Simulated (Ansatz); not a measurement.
# Random alloy of the hcp Ru-Mo line, x = 0.3125 (64 atoms): relaxation and levels of theory

Which bonds does the relaxation leave, and how do forces and pressure change with k-mesh and functional?

Calculated with Ansatz 0.2.0: Kohn-Sham DFT, PBE, PAW (set soft_2), plane waves; cutoff 420 eV, k-mesh 2×2×2, fermi-dirac smearing of 0.1 eV.

**The cell**

The cell holds 64 atoms: 20 Mo and 44 Ru. Cell: a = 10.954 Å, b = 10.954 Å, c = 8.760 Å, α = 90.0°, β = 90.0°, γ = 120.0°. It derives from Ru (hcp Ru-Mo) and Mo, repeated 4×4×2. Hcp Ru-Mo: 64 atoms, 20 of 64 Ru sites given to Mo at random, cell and internal coordinates interpolated linearly between the end members (Vegard's rule); not relaxed, displaced by a Gaussian of 0.02 Å. Lattice constants are starting values near those of PBE.

Cell and atoms were relaxed with PBE. The walk converged after 6 steps by the program's count, with a largest force component of 0.0122 eV/Å; it began at an r.m.s. force component of 0.34 eV/Å. The edges went from 10.954, 10.954, 8.760 to 11.050, 11.022, 8.746 Å, and the volume from 14.224 to 14.410 Å³ an atom (+1.3 %).

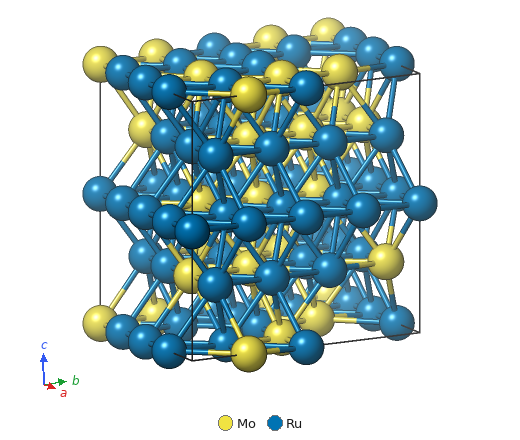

The relaxed cell. Some periodic images of atoms are drawn too.

The input of the reference single point:

```yaml
crystal:
  lattice:
    - [11.05022, 0.00613, -0.0036]
    - [-5.5198, 9.54, 0.00034]
    - [-0.00288, -0.00135, 8.74558]
  atoms:
    - { symbol: Mo, position: [0.00459, 0.00147, 0.99958] }
    - { symbol: Ru, position: [0.08596, 0.16796, 0.25287] }
    - { symbol: Ru, position: [0.00139, 0.9995, 0.49914] }
    - { symbol: Mo, position: [0.0871, 0.1691, 0.74085] }
    [... 58 atom lines left out ...]
    - { symbol: Ru, position: [0.75298, 0.75034, 0.50119] }
    - { symbol: Ru, position: [0.83615, 0.91953, 0.7464] }
kpoints:
  mp_grid: { grid: [2, 2, 2] }
hamiltonian:
  xc: pbe
scf:
  occupations: { method: fermi_dirac, width: 0.1 }
output:
  forces: true
  stress: true
  populations: true
  dos:
    method: { smearing: { sigma: 0.08 } }
    de: 0.05
    projected: { site_lists: { Mo: [Mo], Ru: [Ru] } }
  eigenvalues: true
  write_density: true
  write_potential: true
  volumetric_format: npy
```

**Bonds after relaxation**

Neighbours by pair of elements; one cutoff, the widest of the pairs' first minima of g(r), serves all pairs of this metal:

```csv
pair A-B,cutoff (Å),bonds,mean length (Å),spread (Å),shortest (Å),B about A,A about B
Ru-Ru,3.23,182,2.72,0.035,2.64,8.27,8.27
Ru-Mo,3.23,164,2.74,0.048,2.63,3.73,8.2
Mo-Mo,3.23,38,2.77,0.055,2.64,3.8,3.8
```

How many atoms have how many bonded neighbours:

```
element  mean  12
     Mo    12  20
     Ru    12  44
```

**Levels of theory**

Single points at the relaxed geometry:

| functional | k-mesh | pressure (GPa) | r.m.s. force component (eV/Å) | SCF cycles | time |
| --- | --- | --- | --- | --- | --- |
| PBE | 2×2×2 | -0.01 | 0.004 | 8 | 7.5 s |
| PBE | 3×3×3 | 0.13 | 0.033 | 8 | 13 s |
| r2SCAN | 2×2×2 | -5.30 | 0.048 | 13 | 10 s |
| PBEsol | 2×2×2 | -9.53 | 0.025 | 8 | 8.7 s |

Cutoffs: 420 eV for PBE and PBEsol; 500 eV for r2SCAN.

**Findings**

Every run has partly filled levels at the Fermi energy, as in a metal. Against the reference the pressure changes with r2SCAN by -5.3 GPa and PBEsol by -9.5 GPa; a negative change means a smaller volume than PBE would take. The denser mesh moves the energy by -0.8 meV/atom and the pressure by +0.14 GPa.

Limits: All single points share the geometry relaxed with PBE. One random arrangement of the atoms on their sites.

[Logs are printed without paths, hosts, clocks, repeated set-up lines and the standing remarks that a program may print on its own settings, such as how far it seeks lower states.]

[Hosts, paths, dates, database ids (printed as entryN), source tags and the programs' standing remarks are cut or masked in the printed files.]
